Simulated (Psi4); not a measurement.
# AlHF (SMILES [F][AlH]): a first try and a second

Wanted: a structure relaxation of AlHF, UCCSD/pcseg-0.

The calculation is run with Psi4 1.11.

4 further runs of the same task are left out: 2 that didn't finish, 2 set aside as unsound or not needed.

**1. Starting point**

AlHF has 3 atoms, charge 0, and is taken as a doublet. As SMILES, `[F][AlH]`. All atoms were displaced at random from a relaxed shape. The run starts from this shape.

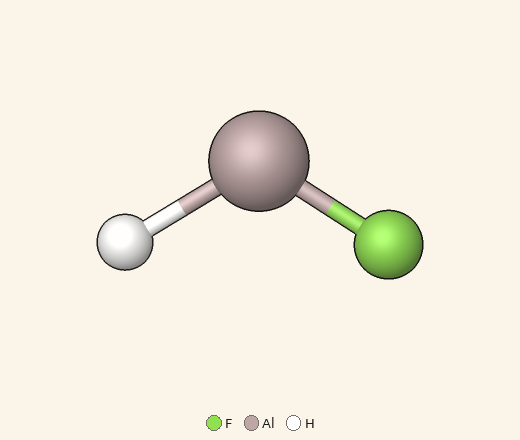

The structure, seen from a chosen angle (fluorine green, aluminium light grey, hydrogen white).

**2. First attempt**

alfh.inp

```
memory 1.6 GB

molecule geom {
  0 2
  F      0.914816     0.879157     0.564686
  Al    -0.406687     0.318420    -0.193249
  H     -0.478006    -1.323012    -0.411393
  units angstrom
  symmetry c1
}

set reference uhf
set scf_type pk
set geom_maxiter 60
set g_convergence turbomole
set maxiter 2
set scf maxiter 100

E = opt('ccsd/pcseg-0')
print_variables()
```

Run with:

```
$ psi4 -i alfh.inp -o alfh.out -n 1
```

alfh.out:

```text
Psi4 1.11 release

gradient() will perform analytic gradient computation.

   => Loading Basis Set <=

    Name: PCSEG-0
    Role: ORBITAL
    Keyword: BASIS

         ---------------------------------------------------------
                                   SCF
                              UHF Reference
                        1 Threads,   1525 MiB Core
         ---------------------------------------------------------

  ==> Geometry <==

    Molecular point group: c1
    Full point group: Cs

    Geometry (in Angstrom), charge = 0, multiplicity = 2:

       Center              X                  Y                   Z               Mass
    ------------   -----------------  -----------------  -----------------  -----------------
         F            0.910417951467     0.370967205245    -0.000000000000    18.998403162730
         AL          -0.612033146252    -0.192419235360     0.000000000000    26.981538530000
         H           -0.776812786250    -1.841606879433     0.000000000000     1.007825032230

  Running in c1 symmetry.

  Rotational constants: A =      8.24756  B =      0.53602  C =      0.50331 [cm^-1]
  Rotational constants: A = 247255.55402  B =  16069.46171  C =  15088.81960 [MHz]
  Nuclear repulsion =   44.001805920703639

  Charge       = 0
  Multiplicity = 2
  Electrons    = 23
  Nalpha       = 12
  Nbeta        = 11
[... 66 lines left out ...]
                        Total Energy        Delta E     RMS |[F,P]|
[... 4 lines left out ...]
   @UHF iter   3:  -341.36136578197795   -1.32534e-02   6.94127e-04 DIIS/ADIIS
[... 3 lines left out ...]
   @UHF iter   7:  -341.36189319016768   -4.19831e-06   8.77410e-06 DIIS
[... 3 lines left out ...]
   @UHF iter  11:  -341.36189334369703   -1.40972e-11   3.77534e-08 DIIS
[... 3 lines left out ...]
   @UHF iter  15:  -341.36189334369851    0.00000e+00   1.28669e-10 DIIS
[... 6 lines left out ...]
   @S^2 Expected:                7.500000000E-01
[... 36 lines left out ...]
    Final Occupation by Irrep:
[... 12 lines left out ...]
    Two-Electron Energy =                 178.5876678536075133
[... 26 lines left out ...]
 Dipole Z            :         -0.0000000            0.0000000           -0.0000000
[... 133 lines left out ...]
	SCF energy                   =   -341.36189334369868
[... 3 lines left out ...]
	Two-electron (AB) energy     =    103.49443284213679
[... 22 lines left out ...]
    E_Convergence   =     1.0e-08
[... 10 lines left out ...]
    Analyze T2 Amps =     No
    Print Pair Ener =     No
    Local CC        =     No
    SCS-MP2         =     False
    SCSN-MP2        =     False
    SCS-CCSD        =     False

MP2 correlation energy -0.1682540435190880
                Solving CC Amplitude Equations
                ------------------------------
  Iter             Energy              RMS        T1Diag      D1Diag    New D1Diag    D2Diag
  ----     ---------------------    ---------   ----------  ----------  ----------   --------
     0        -0.168254043519088    0.000e+00    0.000000    0.000000    0.000000    0.000000
     1        -0.167440777399696    7.172e-02    0.012187    0.000000    0.000000    0.000000
     2        -0.173219360733315    2.575e-02    0.012545    0.000000    0.000000    0.000000

     ** Wave function not converged to 1.0e-07 **

RuntimeError:
Fatal Error: Coupled Cluster wave function not converged.

Printing out the relevant lines from the Psithon --> Python processed input file:
    core.set_global_option("SCF_TYPE", "pk")
    core.set_global_option("GEOM_MAXITER", 60)
    core.set_global_option("G_CONVERGENCE", "turbomole")
    core.set_global_option("MAXITER", 2)
    core.set_local_option("SCF", "MAXITER", 100)
--> E = opt('ccsd/pcseg-0')
    print_variables()

!----------------------------------------------------------------------------------!
!                                                                                  !
! Fatal Error: Coupled Cluster wave function not converged.                        !
!                                                                                  !
!----------------------------------------------------------------------------------!

    Psi4 run time: 0:00:02.18
```

It took 3.3 s on 1 thread of Intel Xeon Platinum 8488C (Sapphire Rapids), shared host; peak memory 0.2 GiB.

**3. Reading the log**

The run stopped without converging.

The log says `Fatal Error: Coupled Cluster wave function not converged.`. The cause is that the iteration cap is too low for convergence. To mend it: iteration cap at its default in place of 2.

**4. Try two**

input.inp

```
memory 1600 MB

molecule m {
  0 2
  F      0.914816     0.879157     0.564686
  Al    -0.406687     0.318420    -0.193249
  H     -0.478006    -1.323012    -0.411393
  symmetry c1
}

set reference uhf
set scf_type pk
set geom_maxiter 60
set g_convergence turbomole

e, wfn = opt('ccsd/pcseg-0', return_wfn=True)
print_variables()
```

Run with:

```
$ psi4 -i input.inp -o input.out -n 1
```

input.out:

```text
[...]
  Running in c1 symmetry.
[...]
  Nuclear repulsion =   44.001805920703639
[...]
  Multiplicity = 2
[...]
  Nalpha       = 12
  Nbeta        = 11
[...]
    Number of basis functions: 24
[...]
   @UHF iter   1:  -341.31902966326959   -7.73140e-01   1.46418e-02 ADIIS/DIIS
[...]
      * MP2 total energy                      = -341.530147387217596
[...]
      * CCSD total energy                     = -341.537437380987853
[...]
      * MP2 total energy                      = -341.533409463597820
[...]
      * CCSD total energy                     = -341.540399850615358
[...]
   @UHF iter  10:  -341.36401762486037   -1.13687e-13   8.51688e-11 DIIS
[...]
   @S^2 Observed:                7.574364962E-01
[...]
    Orbital Energies [Eh]
    ---------------------
    Alpha Occupied:
       1A    -58.481192     2A    -26.214076     3A     -4.875529
       4A     -3.275086     5A     -3.269921     6A     -3.269389
       7A     -1.498945     8A     -0.645460     9A     -0.595702
      10A     -0.583047    11A     -0.521421    12A     -0.318925
    Alpha Virtual:
      13A      0.034515    14A      0.143670    15A      0.189824
      16A      0.250253    17A      0.680676    18A      0.738288
      19A      0.836077    20A      0.986618    21A      1.774038
      22A      2.236518    23A      2.265855    24A      2.450049
[...]
  @UHF Final Energy:  -341.36401762486037
   => Energetics <=
    Nuclear Repulsion Energy =             42.6028326253095173
    One-Electron Energy =                -561.2837922493554288
    Two-Electron Energy =                 177.3169419991855875
    Total Energy =                       -341.3640176248603666
  UHF NO Occupations:
  HONO-2 :   10  A 1.9998890
  HONO-1 :   11  A 1.9965020
[...]
 Multipole Moments:
 ------------------------------------------------------------------------------------
     Multipole            Electronic (a.u.)      Nuclear  (a.u.)        Total (a.u.)
 ------------------------------------------------------------------------------------
 L = 1.  Multiply by 2.5417464519 to convert [e a0] to [Debye]
 Dipole X            :          0.1523344           -1.0432420           -0.8909076
 Dipole Y            :          1.9488945           -1.8945624            0.0543321
 Dipole Z            :         -0.0000000            0.0000000           -0.0000000
 Magnitude           :                                                    0.8925628
[...]
      * MP2 total energy                      = -341.533408379771288
[...]
      * CCSD total energy                     = -341.540399936889628
[...]
    Final optimized geometry and variables:
    Molecular point group: c1
    Full point group: Cs
    Geometry (in Angstrom), charge = 0, multiplicity = 2:
    F            0.938338379078     0.405599784662    -0.000000000000
    AL          -0.631090839844    -0.217321467852     0.000000000000
    H           -0.792924358938    -1.827778249750     0.000000000000
  Variable Map:
  ----------------------------------------------------------------------------
  "CC D1 DIAGNOSTIC"                      =>       0.000000000000
  "CC D2 DIAGNOSTIC"                      =>       0.000000000000
  "CC NEW D1 DIAGNOSTIC"                  =>       0.000000000000
  "CC T1 DIAGNOSTIC"                      =>       0.018093851328
  "CCSD CORRELATION ENERGY"               =>      -0.176382312029
[...]
```

Standard output:

```text
Optimizer: Optimization complete!
```

It took 22 s on 1 thread of Intel Xeon Platinum 8488C (Sapphire Rapids), shared host; peak memory 0.2 GiB.

The path in brief:

```csv
step,energy from the first frame kept (eV),largest force (eV/Å)
0,0.0000,2.4832
1,-0.0770,0.4911
2,-0.0806,0.0629
3,-0.0806,0.0113
4,-0.0806,0.0022
```

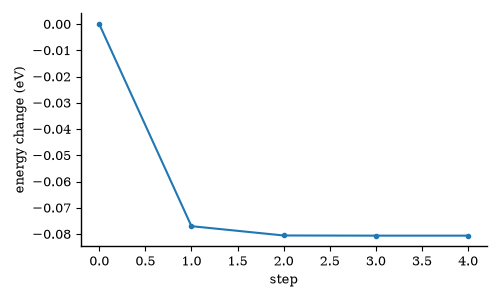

Energy along the run.

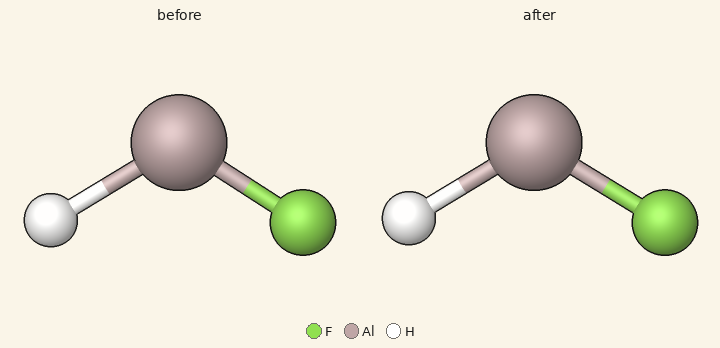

Before and after, at one scale.

After the run. Bond lengths: F1–Al2 1.689 Å, Al2–H3 1.619 Å. Angles: F1–Al2–H3 117.4°.

**5. Results**

At UCCSD/pcseg-0:

```
                                                  quantity          value
                                   total energy at the end  -341.54040 Eh
HOMO energy (Hartree–Fock orbitals) (highest over α and β)       -8.68 eV
 LUMO energy (Hartree–Fock orbitals) (lowest over α and β)        0.43 eV
                                        correlation energy     -176.4 mEh
                         ⟨S²⟩ of the reference determinant          0.757
                                             T1 diagnostic          0.018
```

In words: The optimisation took 5 steps and changed the energy by -0.081 eV.
